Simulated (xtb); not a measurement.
Geometry relaxation, with input and output: Al3N3H3F3 (part 3 of 4)

Continued. System: Al3N3H3F3 ((FAlNH)3 ring). Method: GFN2-xTB (xtb 6.7.1 later snapshot). 

Geometry of the input (Å):
```
Al -0.1934  -1.6542  -0.8338
F  -0.5053  -2.9950  -1.6449
N  1.4355  -1.0575  -0.4851
Al 1.7240  0.5633  0.3599
F  3.2107  1.0044  0.8495
N  0.1647  1.5098  0.7951
Al -1.5239  0.9974  0.4827
F  -2.7123  1.9285  0.8185
N  -1.5504  -0.5422  -0.4332
H  2.1896  -1.5405  -0.7485
H  0.3248  2.3517  1.3719
H  -2.5473  -0.8058  -0.6919
```

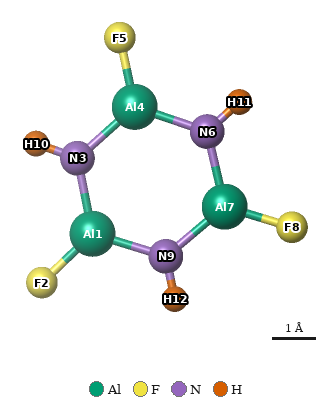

Figure 1. The geometry at step 3 of the log (ball-and-stick view, seen on its broad side; atoms are numbered from 1 in the order of the input).

The program's output, continued
```
         #    Occupation            Energy/Eh            Energy/eV
      -------------------------------------------------------------
         1        2.0000           -0.7973791             -21.6978
       ...           ...                  ...                  ...
        12        2.0000           -0.4995085             -13.5923
        13        2.0000           -0.4982890             -13.5591
        14        2.0000           -0.4981465             -13.5553
        15        2.0000           -0.4975024             -13.5377
        16        2.0000           -0.4912866             -13.3686
        17        2.0000           -0.4831341             -13.1467
        18        2.0000           -0.4831145             -13.1462
        19        2.0000           -0.4511429             -12.2762
        20        2.0000           -0.4510493             -12.2737
        21        2.0000           -0.4180388             -11.3754
        22        2.0000           -0.4168198             -11.3422
        23        2.0000           -0.4167707             -11.3409
        24        2.0000           -0.4105706             -11.1722 (HOMO)
        25                         -0.2914088              -7.9296 (LUMO)
        26                         -0.2371568              -6.4534
        27                         -0.2370699              -6.4510
        28                         -0.1402192              -3.8156
        29                         -0.1400737              -3.8116
        30                         -0.1164876              -3.1698
        31                         -0.0854410              -2.3250
        32                         -0.0657118              -1.7881
        33                         -0.0539206              -1.4673
        34                         -0.0535806              -1.4580
        35                         -0.0112502              -0.3061
       ...                                ...                  ...
        54                          1.2630616              34.3697
      -------------------------------------------------------------
                  HL-Gap            0.1191619 Eh            3.2426 eV
             Fermi-level           -0.3509897 Eh           -9.5509 eV

     #   Z          covCN         q      C6AA      α(0)
     1  13          2.909     0.430    92.048    19.553
     2   9          0.672    -0.274    12.051     4.098
     3   7          2.427    -0.374    29.769     8.102
     4  13          2.906     0.430    92.045    19.553
     5   9          0.672    -0.274    12.047     4.097
     6   7          2.427    -0.374    29.770     8.102
     7  13          2.909     0.430    92.048    19.553
     8   9          0.672    -0.274    12.050     4.098
     9   7          2.427    -0.374    29.771     8.102
    10   1          0.863     0.218     1.018     1.581
    11   1          0.863     0.218     1.018     1.580
    12   1          0.863     0.218     1.018     1.580

 Mol. C6AA /au·bohr⁶  :       3263.806724
 Mol. C8AA /au·bohr⁸  :     163003.931069
 Mol. α(0) /au        :         99.999000

Wiberg/Mayer (AO) data.
largest (>0.10) Wiberg bond orders for each atom

 ---------------------------------------------------------------------------
     #   Z sym  total        # sym  WBO       # sym  WBO       # sym  WBO
 ---------------------------------------------------------------------------
     1  13      3.853 --     2      1.195     3      1.181     9      1.181
     2   9      1.281 --     1      1.195
     3   7      3.420 --     1      1.181     4      1.181    10      0.864
     4  13      3.853 --     5      1.196     6      1.181     3      1.181
     5   9      1.282 --     4      1.196
     6   7      3.420 --     7      1.181     4      1.181    11      0.864
     7  13      3.853 --     8      1.195     9      1.181     6      1.181
     8   9      1.281 --     7      1.195
     9   7      3.420 --     7      1.181     1      1.181    12      0.864
    10   1      0.952 --     3      0.864
    11   1      0.952 --     6      0.864
    12   1      0.952 --     9      0.864
 ---------------------------------------------------------------------------

Topologies differ in total number of bonds
Writing topology from bond orders to xtbtopo.mol

molecular dipole:
                 x           y           z       tot (Debye)
 q only:        0.003       0.002      -0.000
   full:        0.004       0.004      -0.000       0.015
molecular quadrupole (traceless):
                xx          xy          yy          xz          yz          zz
 q only:       -3.567       0.338      -1.118      -0.617      -4.552       4.685
  q+dip:       -2.700       0.253      -0.846      -0.455      -3.456       3.546
   full:       -6.891       0.653      -2.133      -1.200      -8.781       9.024

           -------------------------------------------------
          |                Geometry Summary                 |
           -------------------------------------------------

      molecular mass/u    :      182.9837569
   center of mass at/Å    :        0.0016936      -0.0200453      -0.0131173
  moments of inertia/u·Å² :        0.5509199E+03   0.5517967E+03   0.1102715E+04
rotational constants/cm⁻¹ :        0.3059906E-01   0.3055044E-01   0.1528739E-01

 * 12 selected distances

     #   Z          #   Z                                           value/Å
     1  13          2   9                                         1.6488949
     1  13          3   7                                         1.7952785
     3   7          4  13                                         1.7956700
     4  13          5   9                                         1.6488507
     4  13          6   7                                         1.7953410
     6   7          7  13                                         1.7953854
     7  13          8   9                                         1.6487771
     1  13          9   7                                         1.7956903 (max)
     7  13          9   7                                         1.7952152
     3   7         10   1                                         1.0177975
     6   7         11   1                                         1.0171087 (min)
     9   7         12   1                                         1.0172108

 * 3 distinct bonds (by element types)

   Z      Z             #   av. dist./Å        max./Å        min./Å
   1 H    7 N           3     1.0173723     1.0177975     1.0171087
   7 N   13 Al          6     1.7954301     1.7956903     1.7952152
   9 F   13 Al          3     1.6488409     1.6488949     1.6487771

           -------------------------------------------------
          |               Frequency Printout                |
           -------------------------------------------------
Refinement of some symmetry elements was terminated before convergence was reached.
Some symmetry elements may remain unidentified.
Molecule has the following symmetry elements: (C3) 3*(C2) (S3) 4*(sigma)
It seems to be the D3h point group
 projected vibrational frequencies (cm⁻¹)
eigval :       -0.00    -0.00    -0.00     0.00     0.00     0.00
eigval :       55.90    56.19    56.52   120.32   120.37   167.40
eigval :      167.54   168.16   249.62   249.74   267.09   302.07
eigval :      383.39   387.72   418.09   521.85   620.55   620.87
eigval :      765.40   766.61   774.17   795.18   795.90   829.70
eigval :      887.32   933.13   934.03  3305.58  3314.99  3318.64
 reduced masses (amu)
    1:     14.25    2:     14.29    3:     14.56    4:     14.90    5:     14.59    6:     15.07
    7:     12.09    8:      6.92    9:      7.51   10:     13.94   11:     13.93   12:     14.43
   13:     14.35   14:      9.83   15:     13.59   16:     13.55   17:     19.39   18:      8.20
   19:      1.16   20:      1.16   21:      1.12   22:      8.03   23:      5.12   24:      5.15
   25:      1.87   26:      1.90   27:      1.20   28:      4.22   29:      4.00   30:     21.47
   31:      7.27   32:      4.97   33:      4.89   34:      1.07   35:      1.07   36:      1.07
 IR intensities (km·mol⁻¹)
    1:      0.00    2:      0.00    3:      0.00    4:      0.00    5:      0.00    6:      0.00
    7:      4.27    8:      0.05    9:      0.81   10:     15.99   11:     15.87   12:     13.28
   13:     13.22   14:      0.26   15:      0.00   16:      0.00   17:      0.00   18:    117.36
   19:      0.19   20:      4.34   21:    298.93   22:      0.00   23:    106.61   24:    106.58
   25:     21.99   26:     20.96   27:      0.47   28:     25.66   29:     27.05   30:      0.00
   31:      0.08   32:    527.86   33:    528.25   34:      0.31   35:      1.27   36:      1.53
 Raman intensities (Ä⁴*amu⁻¹)
    1:      0.00    2:      0.00    3:      0.00    4:      0.00    5:      0.00    6:      0.00
    7:      0.00    8:      0.00    9:      0.00   10:      0.00   11:      0.00   12:      0.00
   13:      0.00   14:      0.00   15:      0.00   16:      0.00   17:      0.00   18:      0.00
   19:      0.00   20:      0.00   21:      0.00   22:      0.00   23:      0.00   24:      0.00
   25:      0.00   26:      0.00   27:      0.00   28:      0.00   29:      0.00   30:      0.00
   31:      0.00   32:      0.00   33:      0.00   34:      0.00   35:      0.00   36:      0.00
 output can be read by thermo (or use thermo option).
 writing <g98.out> molden fake output.
 recommended (thermochemical) frequency scaling factor: 1.0
           -------------------------------------------------
          |             Thermodynamic Functions             |
           -------------------------------------------------

d3h symmetry found (for desy threshold:  0.10E+00) used in thermo

          ...................................................
          :                      SETUP                      :
          :.................................................:
          :  # frequencies                          30      :
          :  # imaginary freq.                       0      :
          :  linear?                             false      :
          :  only rotor calc.                    false      :
          :  symmetry                              d3h      :
          :  rotational number                       6      :
          :  scaling factor                  1.0000000      :
          :  rotor cutoff                   50.0000000 cm⁻¹ :
          :  imag. cutoff                  -20.0000000 cm⁻¹ :
          :.................................................:

    mode    ω/cm⁻¹     T·S(HO)/kcal·mol⁻¹    T·S(FR)/kcal·mol⁻¹   T·S(vib)
   ------------------------------------------------------------------------
       1     55.90    -1.37061 ( 60.97%)    -1.02340 ( 39.03%)    -1.23508
       2     56.19    -1.36751 ( 61.47%)    -1.02184 ( 38.53%)    -1.23431
       3     56.52    -1.36411 ( 62.01%)    -1.02014 ( 37.99%)    -1.23344
       4    120.32    -0.92286 ( 97.10%)    -0.79636 (  2.90%)    -0.91919
       5    120.37    -0.92260 ( 97.11%)    -0.79623 (  2.89%)    -0.91895
       6    167.40    -0.73477 ( 99.21%)    -0.69854 (  0.79%)    -0.73448
       7    167.54    -0.73433 ( 99.21%)    -0.69830 (  0.79%)    -0.73405
       8    168.16    -0.73223 ( 99.22%)    -0.69720 (  0.78%)    -0.73196
       9    249.62    -0.51677 ( 99.84%)    -0.58019 (  0.16%)    -0.51687
      10    249.74    -0.51651 ( 99.84%)    -0.58005 (  0.16%)    -0.51662
      11    267.09    -0.48150 ( 99.88%)    -0.56015 (  0.12%)    -0.48159
   ------------------------------------------------------------------------

   temp. (K)  partition function   enthalpy   heat capacity  entropy
                                   cal/mol     cal/K/mol   cal/K/mol   J/K/mol
 298.15  VIB  0.191E+05             6051.225     34.223     38.523
         ROT  0.233E+06              888.727      2.981     27.541
         INT  0.446E+10             6939.953     37.204     66.064
         TR   0.757E+26             1481.212      4.968     41.519
         TOT                        8421.1650    42.1721   107.5832   450.1283

       T/K    H(0)-H(T)+PV         H(T)/Eh          T*S/Eh         G(T)/Eh
   ------------------------------------------------------------------------
    298.15    0.134200E-01    0.643463E-01    0.511163E-01    0.132300E-01
   ------------------------------------------------------------------------

         :::::::::::::::::::::::::::::::::::::::::::::::::::::
         ::                  THERMODYNAMIC                  ::
         :::::::::::::::::::::::::::::::::::::::::::::::::::::
         :: total free energy         -28.112744124427 Eh   ::
         ::.................................................::
         :: total energy              -28.125974108581 Eh   ::
         :: zero point energy           0.050926271674 Eh   ::
         :: G(RRHO) w/o ZPVE           -0.037696287521 Eh   ::
         :: G(RRHO) contrib.            0.013229984154 Eh   ::
         :::::::::::::::::::::::::::::::::::::::::::::::::::::

optimized geometry written to: xtbopt.xyz

           -------------------------------------------------
          | TOTAL ENERGY              -28.125974108581 Eh   |
          | TOTAL ENTHALPY            -28.061627856221 Eh   |
          | TOTAL FREE ENERGY         -28.112744124427 Eh   |
          | GRADIENT NORM               0.000753255864 Eh/α |
          | HOMO-LUMO GAP               3.242559570828 eV   |
           -------------------------------------------------

------------------------------------------------------------------------
------------------------------------------------------------------------
 total:
 *  cpu-time:     0 d,  0 h,  0 min,  0.846 sec
 * ratio c/w:     1.000 speedup
 SCF:
 *  cpu-time:     0 d,  0 h,  0 min,  0.013 sec
 * ratio c/w:     1.000 speedup
 ANC optimizer:
 *  cpu-time:     0 d,  0 h,  0 min,  0.113 sec
 * ratio c/w:     1.000 speedup
 analytical hessian:
 *  cpu-time:     0 d,  0 h,  0 min,  0.709 sec
 * ratio c/w:     1.000 speedup
```

File vibspectrum
```
$vibrational spectrum
#  mode     symmetry     wave number   IR intensity    selection rules
#                         cm**(-1)      (km*mol⁻¹)        IR
     1                      -0.00         0.00000          -
     2                      -0.00         0.00000          -
     3                      -0.00         0.00000          -
     4                       0.00         0.00000          -
     5                       0.00         0.00000          -
     6                       0.00         0.00000          -
     7        a             55.90         4.27385         YES
     8        a             56.19         0.05112         YES
     9        a             56.52         0.80984         YES
    10        a            120.32        15.98541         YES
    11        a            120.37        15.87201         YES
    12        a            167.40        13.27587         YES
    13        a            167.54        13.21511         YES
    14        a            168.16         0.25843         YES
    15        a            249.62         0.00080         NO
    16        a            249.74         0.00059         NO
    17        a            267.09         0.00442         NO
    18        a            302.07       117.35638         YES
    19        a            383.39         0.18728         YES
    20        a            387.72         4.33816         YES
    21        a            418.09       298.92835         YES
    22        a            521.85         0.00251         NO
    23        a            620.55       106.61464         YES
    24        a            620.87       106.57876         YES
    25        a            765.40        21.99266         YES
    26        a            766.61        20.96224         YES
    27        a            774.17         0.47274         YES
    28        a            795.18        25.66066         YES
    29        a            795.90        27.05160         YES
    30        a            829.70         0.00254         NO
    31        a            887.32         0.08009         YES
    32        a            933.13       527.85875         YES
    33        a            934.03       528.24701         YES
    34        a           3305.58         0.31257         YES
    35        a           3314.99         1.27366         YES
    36        a           3318.64         1.53087         YES
$end
```

File xtbopt.xyz
```
12
 energy: -28.125974108581 gnorm: 0.000753256111 xtb: 6.7.1
Al          -0.23753927783978       -1.58248976665317       -0.88872859763508
F           -0.45654044379338       -3.00898271546914       -1.68623102059844
N            1.41044450986443       -1.01880647108598       -0.45348738167975
Al           1.67029218324980        0.52993678189794        0.41731889877058
F            3.19228783345212        1.03246759042033        0.80422978803100
N            0.23700609114904        1.51824720235556        0.85570480545681
Al          -1.42689095843465        0.99260370738303        0.43314890633650
F           -2.73002644785969        1.91761212608798        0.83893538364543
N           -1.64454682157524       -0.56168333210488       -0.43840990495149
H            2.21505354329418       -1.58957634865702       -0.70396196477142
H            0.37001794327998        2.40084169085915        1.34339808035258
H           -2.58270997085459       -0.87036083247133       -0.68189663256245
```

Standard error
```
normal termination of xtb
```

Trajectory as extended XYZ (Å, eV, eV/Å), 10 frames, from step=0 to step=9
```
12
Properties=species:S:1:pos:R:3 step=0 energy=-764.71910
Al   -0.1934   -1.6542   -0.8338
F    -0.5053   -2.9950   -1.6449
N     1.4355   -1.0575   -0.4851
Al    1.7240    0.5633    0.3599
F     3.2107    1.0044    0.8495
N     0.1647    1.5098    0.7951
Al   -1.5239    0.9974    0.4827
F    -2.7123    1.9285    0.8185
N    -1.5504   -0.5422   -0.4332
H     2.1896   -1.5405   -0.7485
H     0.3248    2.3517    1.3719
H    -2.5473   -0.8058   -0.6919
12
Properties=species:S:1:pos:R:3 step=1 energy=-765.20153
Al   -0.2079   -1.6193   -0.8720
F    -0.5067   -3.0141   -1.6370
N     1.4290   -1.0386   -0.4799
Al    1.6843    0.5374    0.4087
F     3.1926    1.0135    0.8315
N     0.1877    1.5188    0.8056
Al   -1.4945    1.0128    0.4387
F    -2.7229    1.9348    0.8399
N    -1.5812   -0.5509   -0.4335
H     2.2384   -1.5587   -0.7528
H     0.3419    2.3559    1.3711
H    -2.5440   -0.8318   -0.6803
12
Properties=species:S:1:pos:R:3 step=2 energy=-765.32357
Al   -0.2200   -1.5905   -0.8985
F    -0.5011   -3.0377   -1.6199
N     1.4236   -1.0223   -0.4692
Al    1.6576    0.5406    0.3964
F     3.1734    1.0146    0.8250
N     0.2159    1.5233    0.8174
Al   -1.4592    1.0191    0.4043
F    -2.7271    1.9220    0.8818
N    -1.6109   -0.5492   -0.4567
H     2.2513   -1.5673   -0.7239
H     0.3622    2.3581    1.3776
H    -2.5489   -0.8508   -0.6946
12
Properties=species:S:1:pos:R:3 step=3 energy=-765.33823
Al   -0.2253   -1.5894   -0.8920
F    -0.4957   -3.0366   -1.6288
N     1.4212   -1.0217   -0.4630
Al    1.6513    0.5252    0.4190
F     3.1749    1.0202    0.8154
N     0.2257    1.5287    0.8236
Al   -1.4454    1.0062    0.4196
F    -2.7269    1.9154    0.8889
N    -1.6220   -0.5478   -0.4637
H     2.2477   -1.5662   -0.7240
H     0.3676    2.3823    1.3583
H    -2.5562   -0.8564   -0.7132
12
Properties=species:S:1:pos:R:3 step=4 energy=-765.34349
Al   -0.2297   -1.5886   -0.8860
F    -0.4890   -3.0339   -1.6378
N     1.4189   -1.0213   -0.4586
Al    1.6555    0.5300    0.4085
F     3.1775    1.0194    0.8179
N     0.2326    1.5307    0.8331
Al   -1.4353    0.9951    0.4330
F    -2.7274    1.9103    0.8888
N    -1.6318   -0.5472   -0.4670
H     2.2402   -1.5704   -0.7170
H     0.3703    2.3977    1.3495
H    -2.5649   -0.8619   -0.7244
12
Properties=species:S:1:pos:R:3 step=5 energy=-765.34502
Al   -0.2318   -1.5881   -0.8854
F    -0.4842   -3.0303   -1.6462
N     1.4173   -1.0218   -0.4580
Al    1.6610    0.5288    0.4133
F     3.1837    1.0222    0.8166
N     0.2344    1.5302    0.8394
Al   -1.4318    0.9937    0.4328
F    -2.7287    1.9092    0.8817
N    -1.6363   -0.5492   -0.4635
H     2.2334   -1.5724   -0.7166
H     0.3695    2.4031    1.3460
H    -2.5697   -0.8654   -0.7200
```
